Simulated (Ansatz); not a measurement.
H$_{6}$OW

Input file:

```
crystal:
  periodic: [false, false, false]
  atoms:
    - { symbol: W, position_ang: [0.152074, 0.025849, -0.050145] }
    - { symbol: H, position_ang: [1.028813, 1.056545, 0.995314] }
    - { symbol: H, position_ang: [1.481188, -0.726297, 0.716199] }
    - { symbol: H, position_ang: [-0.790408, 1.236269, 0.663245] }
    - { symbol: H, position_ang: [-1.457709, -0.416349, 0.197769] }
    - { symbol: H, position_ang: [-0.072169, -1.621283, 0.228431] }
    - { symbol: O, position_ang: [0.494523, 0.322161, -1.813838] }
    - { symbol: H, position_ang: [0.591189, 0.915505, -2.534374] }
basis:
  gaussian: { orbitals: def2-TZVP }
hamiltonian:
  xc: hf
relax:
  f_tol: 0.03
  max_steps: 50
output:
  orbitals: {}
```

Launched as:

```sh
ansatz run input.yaml --threads 2 --pin off --max-ram 3072MiB --backend cpu --events-out ev --progress --plain --runs-dir out
```

The fields are those of the run's last geometry, not of the input's.

Core potentials replace the inner electrons of W.

All numbers below come from RHF/def2-TZVP in Ansatz 0.2.0.

What will maps of the electron density and electron localisation function show?

Answer. W–O (1.82 Å): ρ is about 1.1 e/Å³ halfway; the ELF peaks at about 0.85 in the valence shell of O, 0.5 Å from its nucleus, and is about 0.25 at the midpoint.
W–H (1.69 Å): the density is about 1.5 e/Å³ at the midpoint; the ELF climbs to about 1 towards the hydrogen.

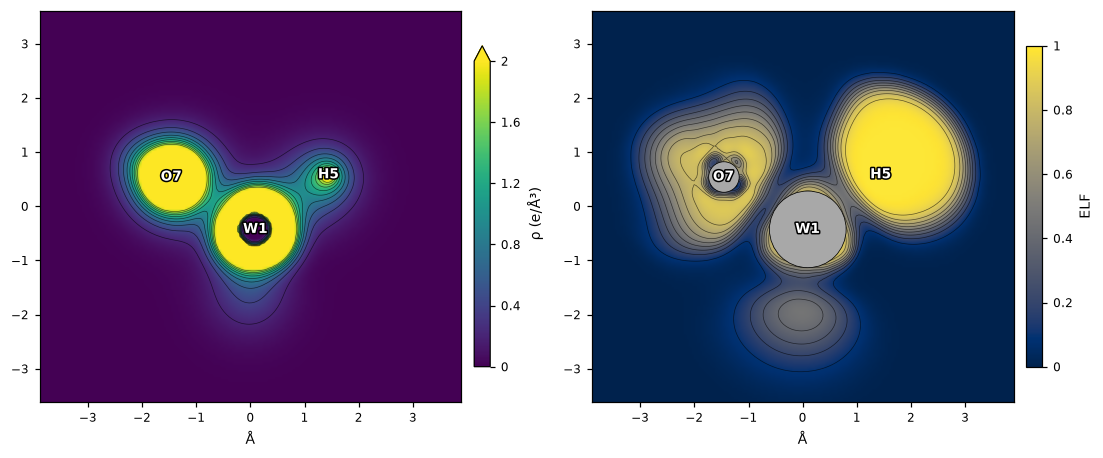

Computed electron density and electron localisation function on the plane of atoms H5, W1 and O7, in this order. Grey discs cover the atomic cores in the ELF map. 
